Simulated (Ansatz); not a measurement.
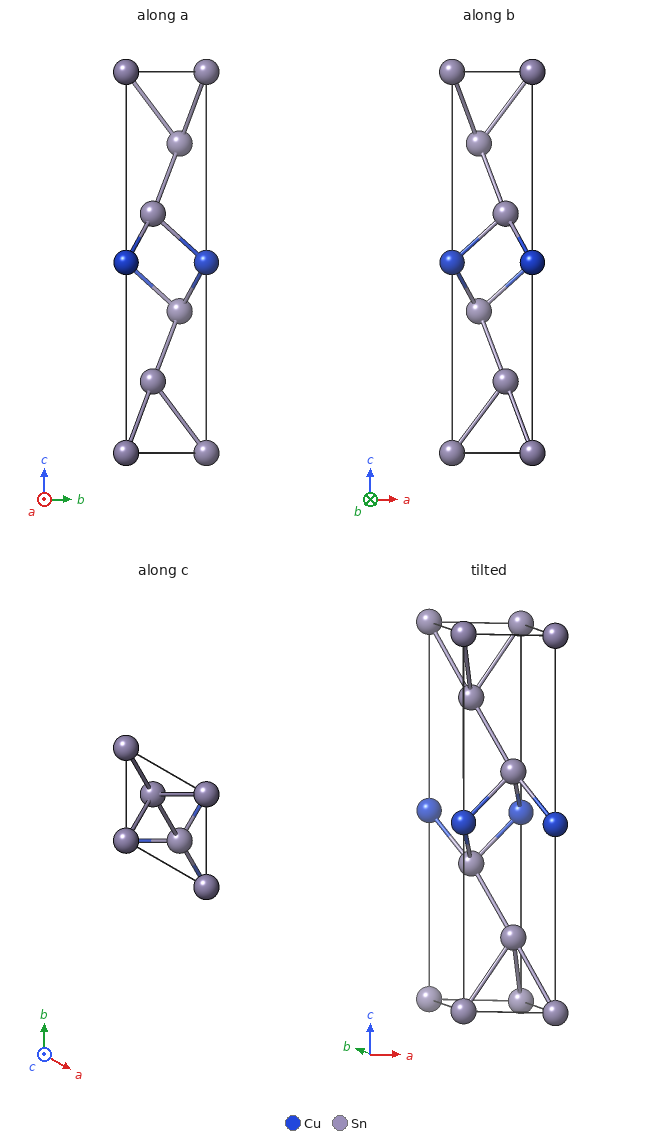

Crystal structure, ball-and-stick style, seen along the a axis, along the b axis, along the c axis and slightly off an axis. Thin lines show the conventional unit cell, with boundary atoms drawn in all their periodic places.

Lattice parameters: a = 3.499 Å, b = 3.499 Å, c = 14.373 Å, α = 90.00°, β = 90.00°, γ = 120.00°. Put a along x and b in the xy plane.

Q: Give the atomic positions as a POSCAR file, with free fractional coordinates to two decimals.

A:
```
Cu Sn
1.0
     3.499    0.000    0.000
    -1.750    3.030    0.000
     0.000    0.000   14.373
Cu Sn
1 5
Direct
  0.00 0.00 0.50
  0.6667 0.3333 0.63
  0.3333 0.6667 0.37
  0.6667 0.3333 0.19
  0.00 0.00 0.00
  0.3333 0.6667 0.81
```

The structure comes from a structure type filled with these elements by a generator (whether the compound takes this form wasn't checked). Earlier steps of the study, as a rule a relaxation of our own, may have changed the cell and positions, so they can lie some per cent off the listed ones. Ansatz was used for an electronic-structure calculation on it.
